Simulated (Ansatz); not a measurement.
## Single-point calculation of Na4O2

System: Na4O2.
Method: RKS PBE0-D4/def2-TZVP (Ansatz 0.2.0).

The geometry comes from this level: r2SCAN-D4/def2-SVP. Figures and captions count atoms from 1; the log counts them from 0 in places.

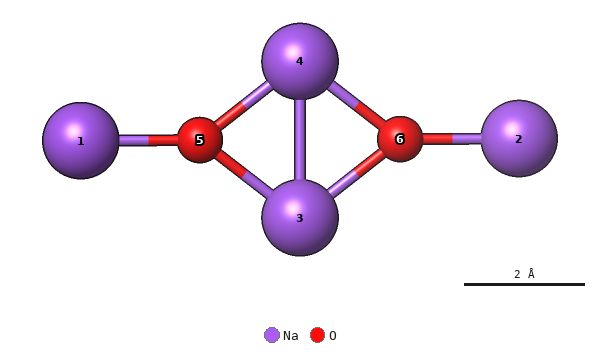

The input geometry (ball-and-stick view, seen at a tilt; atoms are numbered from 1 in the order of the input). Sticks mark near contacts. Bond lengths as drawn: Na–Na 2.62 Å and Na–O 2.00 to 2.14 Å.

### The input
```yaml
crystal:
  periodic: [false, false, false]
  atoms:
    - {symbol: Na, position_ang: [2.741199, -0.810488, 2.338771]}
    - {symbol: Na, position_ang: [-2.749399, 0.807618, -2.330210]}
    - {symbol: Na, position_ang: [-0.002417, -1.239862, -0.426800]}
    - {symbol: Na, position_ang: [0.007135, 1.241544, 0.421855]}
    - {symbol: O, position_ang: [1.260051, -0.368451, 1.063035]}
    - {symbol: O, position_ang: [-1.256580, 0.369640, -1.066651]}
basis:
  gaussian: {orbitals: def2-TZVP, initial_orbitals: start.molden}
hamiltonian: {xc: pbe0, dispersion: d4}
scf: {omitted_lower_state_checks: [starts]}
output: {forces: true, orbitals: {seedname: orbitals}}
```

Run on 2 threads of Arm Neoverse V1, 23 GiB of memory available, shared host.

Launched with:
```bash
ansatz run in.yaml --threads 2 --pin off --events-out ev --progress --plain --max-ram 4352MiB
```

### The program's output
```
Functional definition: PBE0
  name "PBE0"
  cite "Adamo & Barone, J. Chem. Phys. 110, 6158 (1999) doi:10.1063/1.478522"
  cite "Perdew, Burke & Ernzerhof, Phys. Rev. Lett. 77, 3865 (1996) doi:10.1103/PhysRevLett.77.3865"
  parent pbe
  parameter a = 0.25
  parameter kappa = 0.804
  parameter beta = 0.06672455060314922
  exchange = (1 - a)*pbe_x(kappa = kappa, mu = beta*pi^2/3) + a*exact_x
  correlation = pbe_c(beta = beta)
these checks for a lower state are left out or cut short: starts
1446 factors; their error is unknown
mean field evaluation 1: about -21743.2030 eV, gradient 1.4e2 eV
mean field evaluation 2: about -21746.0889 eV, gradient 3.4e0 eV
mean field evaluation 4: about -21746.2617 eV, gradient 1.7e-1 eV
mean field evaluation 8: about -21746.2619 eV, gradient 1.4e-5 eV
mean field -21746.26186852 eV, -799.1603835226 hartree, gradient 1.4e-5 eV, S^2 0.000000; 0 other end points of the search recorded, 0 dependent functions left out
the calculation of the forces begins
reference -21746.26191436 eV, -799.1603852069 hartree; 30, 30 occupied and 160, 160 virtual orbitals, 1446 factors
Total energy: -21746.36781678 eV, -799.1642770492 hartree
Atom 0 at     2.741199    -0.810488     2.338771 Å, force    -0.133336     0.040147    -0.115872 eV/Å
Atom 1 at    -2.749399     0.807618    -2.330210 Å, force     0.135319    -0.039714     0.114531 eV/Å
Atom 2 at    -0.002417    -1.239862    -0.426800 Å, force    -0.000059     0.030249     0.010478 eV/Å
Atom 3 at     0.007135     1.241544     0.421855 Å, force    -0.000166    -0.030533    -0.010189 eV/Å
Atom 4 at     1.260051    -0.368451     1.063035 Å, force     0.165745    -0.049630     0.143680 eV/Å
Atom 5 at    -1.256580     0.369640    -1.066651 Å, force    -0.167503     0.049481    -0.142629 eV/Å
Dipole moment:    -0.006333    -0.002173     0.006587 e Å
Checks for a lower state left out: starts
```

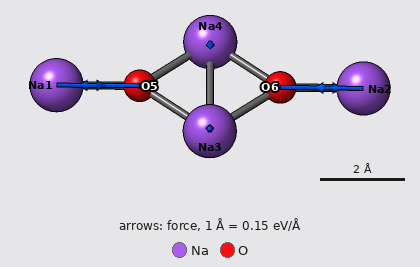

Forces on the atoms as blue arrows (ball-and-stick view, seen at a tilt; atoms are numbered from 1 in the order of the input). The largest act on O5, O6 (0.23 eV/Å); Na1, Na2 (0.18 eV/Å). The geometry is not a stationary point of this energy.

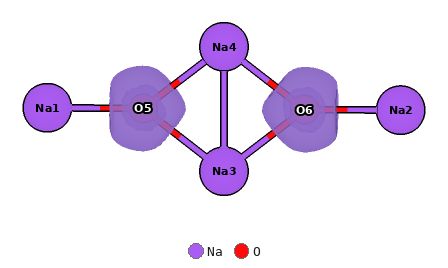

Isosurface of the electron localisation function at 0.75 (purple), seen face on. Core shells and regions of very low density are left out. Values along the shortest contacts: Na–O (2.00 Å): the ELF peaks at about 0.85 in the valence shell of O, 0.6 Å from its nucleus, and is about 0.15 at the midpoint. Na–Na (2.62 Å): the ELF is about 0 at the midpoint.

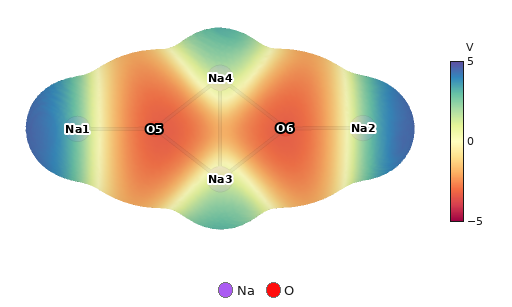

The molecular electrostatic potential painted on the density surface at 0.002 e/bohr³, seen face on; red is negative and blue positive.

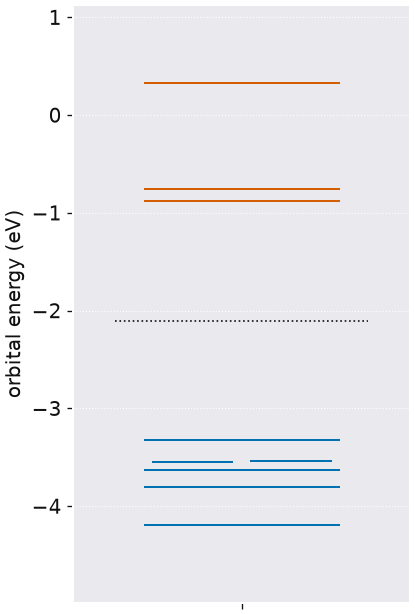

Orbital energies near the frontier; the dotted line parts filled from empty levels, and levels within 0.02 eV of each other stand side by side. Highest filled −3.32 eV, lowest empty −0.88 eV, 2.44 eV apart.

### Results in brief

| quantity | value |
| --- | --- |
| outcome | converged |
| total energy | −21746.3678 eV |
| mean-field energy | −21746.2619 eV |
| dispersion energy | −0.1059 eV |
| SCF solution under orbital rotations | stable |
| HOMO | −3.32 eV |
| LUMO | −0.88 eV |
| largest force (length of the vector) | 0.225 eV/Å |
| dipole moment | 0.05 D |
| wall time | 8.5 s (CPU time 16 s) |
| peak memory | 0.58 GiB |
